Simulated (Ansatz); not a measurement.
# C2HCl2F (SMILES FC=C(Cl)Cl): wB97X/6-31G(d) (spherical functions)

What is the energy change on altering one bond length of C2HCl2F at wB97X/6-31G* (spherical functions)? 

Program for the calculation: Ansatz 0.2.0.

66 further runs of the same task are left out: 66 set aside as unsound or not needed. Runs told in other sessions of the task aren't counted.

### Step 1. Starting point

C2HCl2F: 6 atoms, total charge 0, spin state singlet. SMILES: `FC=C(Cl)Cl`. Geometry: relaxed at PBE0-D4/def2-TZVP.

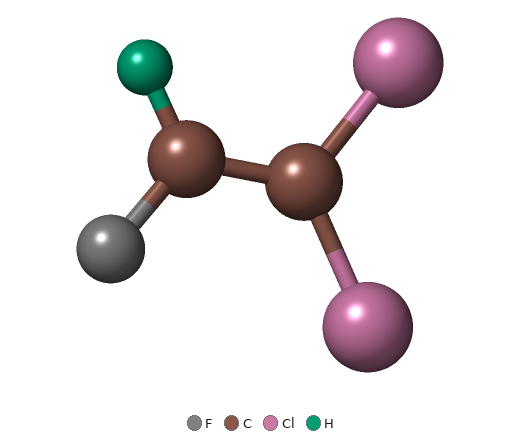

The structure, seen from a chosen angle (fluorine grey, carbon brown, chlorine pink, hydrogen teal).

### Step 2. A single-point energy at wB97X/6-31G(d) (spherical functions)

Input file job.yaml:

```yaml
crystal:
  periodic: [false, false, false]
  atoms:
    - {symbol: F, position_ang: [0.369860, -1.453540, 1.016570]}
    - {symbol: C, position_ang: [0.335170, -0.183710, 0.639080]}
    - {symbol: C, position_ang: [-0.249490, 0.193990, -0.489960]}
    - {symbol: Cl, position_ang: [-1.002700, -0.907170, -1.549080]}
    - {symbol: Cl, position_ang: [-0.269610, 1.845290, -0.936840]}
    - {symbol: H, position_ang: [0.816790, 0.505150, 1.320220]}
basis:
  gaussian:
    orbitals: 6-31G_st_-spherical.json
hamiltonian:
  xc: {name: wB97X}
accuracy: high
output: {orbitals: {seedname: orbitals}}
```

The basis set 6-31G* is read from a file made from the Basis Set Exchange's data (not shown).

Started as:

```console
$ ansatz run job.yaml --threads 1 --pin off --max-ram 3480MiB --events-out events.jsonl --progress --plain --runs-dir runs
```

What it wrote:

```text
Warning: RAYON_NUM_THREADS=1 ignored (pool sized by the plan → 1); use --threads N
Functional definition: wB97X
  name "wB97X"
  parameter omega = 0.3/bohr
  parameter cx = 0.157706
  parameter cx1 = 0.726479
  parameter cx2 = 1.04760
  parameter cx3 = -5.70635
  parameter cx4 = 13.2794
  parameter css1 = -4.33879
  parameter css2 = 18.2308
  parameter css3 = -31.7430
  parameter css4 = 17.2901
  parameter cos1 = 2.37031
  parameter cos2 = -11.3995
  parameter cos3 = 6.58405
  parameter cos4 = -3.78132
  exchange = spin_sum(e_x_unif_sr(omega)*poly(b97_u_x, 1 - cx, cx1, cx2, cx3, cx4)) + cx*exact_x_sr(omega)
      + exact_x_lr(omega)
  correlation = spin_sum(e_c_pw_same_spin*poly(b97_u_same, 1, css1, css2, css3, css4))
      + integral(e_c_pw_opposite_spin*poly(b97_u_opposite, 1, cos1, cos2, cos3, cos4))
1764 factors; integrals over basis functions are off by at most 5.3e-9 eV
323 factors; integrals over basis functions are off by at most 1.6e-9 eV
mean field evaluation 1: about -29847.4096 eV, gradient 2.3e1 eV
mean field evaluation 2: about -29847.7116 eV, gradient 2.2e1 eV
mean field evaluation 4: about -29848.5091 eV, gradient 5.5e-1 eV
mean field evaluation 8: about -29848.6510 eV, gradient 7.6e-2 eV
mean field evaluation 16: about -29848.6510 eV, gradient 2.6e-5 eV
mean field -29848.65102013 eV, -1096.9176928473 hartree, gradient 5.8e-8 eV, S^2 0.000000; 0 other end points of the search recorded, 0 dependent functions left out
reference -29848.65101810 eV, -1096.9176927727 hartree; 28, 28 occupied and 52, 52 virtual orbitals, 1764 factors
Total energy: -29848.65101810 eV, -1096.9176927727 hartree
```

Wall time 27 s (1 thread of Arm Neoverse V1, shared host); peak memory 0.45 GiB.

### Step 3. The distorted shape, same level

Input file in.yaml:

```yaml
crystal:
  periodic: [false, false, false]
  atoms:
    - symbol: F
      position_ang: [0.385956, -2.774607, 1.374081]
    - symbol: C
      position_ang: [0.351266, -1.504777, 0.996591]
    - symbol: C
      position_ang: [-0.233394, -1.127077, -0.132449]
    - symbol: Cl
      position_ang: [-0.986604, -2.228237, -1.191569]
    - symbol: Cl
      position_ang: [-0.269610, 1.845290, -0.936840]
    - symbol: H
      position_ang: [0.832886, -0.815917, 1.677731]
basis:
  gaussian:
    orbitals: 6-31G_st_-spherical.json
hamiltonian:
  xc: {name: wB97X}
accuracy: high
output: {orbitals: {seedname: orbitals}}
```

The basis set 6-31G* is read from a file made from the Basis Set Exchange's data (not shown).

Started as:

```console
$ ansatz run in.yaml --threads 1 --pin off --max-ram 3480MiB --events-out events.jsonl --progress --plain --runs-dir runs
```

What it wrote, shortened:

```text
Warning: RAYON_NUM_THREADS=1 ignored (pool sized by the plan → 1); use --threads N
[... 2 set-up lines as earlier in the session ...]
[...]
      + exact_x_lr(omega)
[...]
      + integral(e_c_pw_opposite_spin*poly(b97_u_opposite, 1, cos1, cos2, cos3, cos4))
1691 factors; integrals over basis functions are off by at most 1.3e-8 eV
339 factors; integrals over basis functions are off by at most 1.9e-9 eV
[...]
mean field -29844.13110700 eV, -1096.7515891038 hartree, gradient 8.1e-8 eV, S^2 0.000000; 0 other end points of the search recorded, 0 dependent functions left out
reference -29844.13110474 eV, -1096.7515890207 hartree; 28, 28 occupied and 52, 52 virtual orbitals, 1691 factors
Total energy: -29844.13110474 eV, -1096.7515890207 hartree
```

Wall time 31 s (1 thread of Arm Neoverse V1, shared host); peak memory 0.44 GiB.

### Step 4. What came out

Level: wB97X/6-31G* (spherical functions).

```
                                                          quantity           value
                                         first shape: total energy  -1096.91769 Eh
                                          first shape: HOMO energy        -9.58 eV
                                          first shape: LUMO energy         2.19 eV
                                        first shape: HOMO–LUMO gap        11.77 eV
                                     distorted shape: total energy  -1096.75159 Eh
                                      distorted shape: HOMO energy       -10.53 eV
                                      distorted shape: LUMO energy        -4.08 eV
                                    distorted shape: HOMO–LUMO gap         6.46 eV
energy change with the C3–Cl5 bond stretched from 1.711 to 3.080 Å        4.520 eV
```

**Reading.** With the C3–Cl5 bond stretched from 1.711 to 3.080 Å the energy rises by 4.52 eV (436 kJ/mol). The first shape isn't relaxed at this level, so the change isn't measured from a minimum. A restricted reference can't describe the breaking bond well at this length.
